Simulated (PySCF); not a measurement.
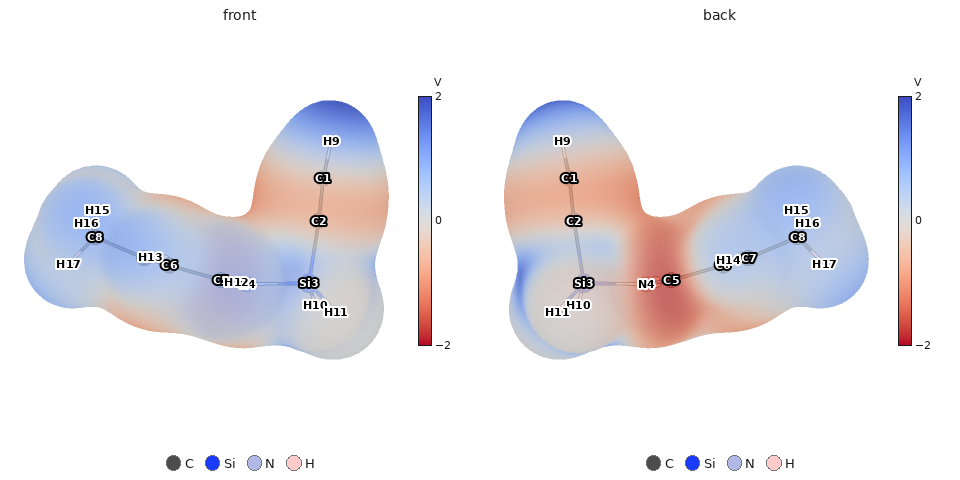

The picture shows: C6H9NSi (SMILES C#C[SiH2]/N=C/C=C/C). The molecular electrostatic potential painted on the density surface at 0.002 e/bohr³, seen from the front and from behind; red is negative and blue positive.

Geometry: GFN2-xTB, MD frame at 250 fs, 300 K.

The calculation used PBE0/pcSseg-1, SCF density, gas phase, non-relativistic in PySCF 2.14.0.

```xyz
17

C    -3.2241    2.2995   -0.2499
C    -3.2031    1.1011   -0.1530
Si   -3.0934   -0.6659    0.1943
N    -1.3561   -0.8353    0.2096
C    -0.5679   -0.8018   -0.7676
C     0.9126   -0.5106   -0.6316
C     1.5642   -0.3449    0.5077
C     2.9783    0.1295    0.6702
H    -3.3302    3.3523   -0.6238
H    -3.3994   -1.2410    1.5514
H    -3.8376   -1.4120   -0.8714
H    -0.9270   -0.8344   -1.8349
H     1.5360   -0.3503   -1.5642
H     0.9255   -0.3416    1.4333
H     2.9417    0.9030    1.4541
H     3.3350    0.4763   -0.3340
H     3.6450   -0.6777    1.0035
```

### Describe the electrostatic potential map.

The most negative region (about −1.6 V, or −37 kcal/mol for a unit charge) lies over N4, the most positive (about +1.7 V, or +39 kcal/mol for a unit charge) over H9. N4 is the likeliest acceptor of a hydrogen bond.
